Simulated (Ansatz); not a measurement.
Species, as SMILES: C (CH4).
Atoms: C1, H2, H3, H4, H5. Bonds: C1-H2, C1-H3, C1-H4, C1-H5.

Basis-set convergence of the highest harmonic wavenumber at HF with Ansatz (a program for electronic structure). Each level at its own minimum, finite differences of forces, unscaled; the reference is a large set that could be run, not a limit. Cartesian d functions, on some or all atoms, in 6-31+G*, 6-31G**; all else is spherical. The program fits the integrals of some runs and decomposes those of others, by size. Core-valence sets carry the plain set on hydrogen. No added dispersion term, no relativity. Reference: the value in aug-pcseg-2, 3255 cm⁻¹, itself unsure by roughly 8 cm⁻¹ (its mean distance from aug-cc-pVTZ, def2-TZVPPD). Deviations are taken from unrounded values.

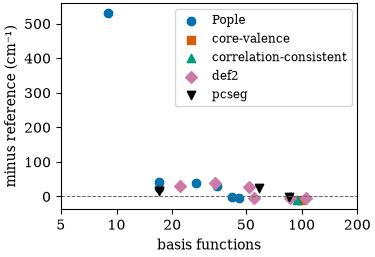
Figure: Deviation from the reference against the number of basis functions, by family of sets.

```tsv
basis	functions	highest harmonic wavenumber (cm⁻¹)	minus reference (cm⁻¹)
STO-3G	9	3786	531
3-21G	17	3280	25
6-31G	17	3296	41
pcseg-0	17	3270	15
def2-SV(P)	22	3286	31
6-31+G*	27	3293	38
def2-SVP	34	3295	40
6-31G**	35	3285	30
6-311G**	42	3254	-1
6-311+G**	46	3252	-3
def2-SVPD	52	3282	27
def2-TZVP	55	3250	-5
aug-pcseg-1	59	3279	24
pcseg-2	86	3252	-3
def2-TZVPP	87	3249	-6
jun-cc-pV(T+d)Z	95	3245	-10
cc-pCVTZ	99	3245	-10
def2-TZVPPD	105	3249	-6
```
